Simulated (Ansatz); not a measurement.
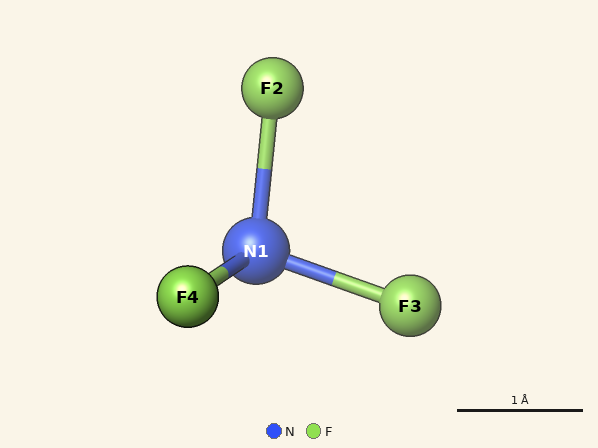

(Drawn from a calculation with Ansatz.)

Orthographic view. Atoms fade into the background with distance from the viewer. The species has charge +1 and is a spin doublet. Geometry: a fixed input geometry, not necessarily a minimum.

List all interatomic distances (Å) as a matrix.

```
atom    N1    F2    F3    F4
  N1  0.00                  
  F2  1.31  0.00            
  F3  1.31  2.06  0.00      
  F4  1.31  2.06  2.06  0.00
```
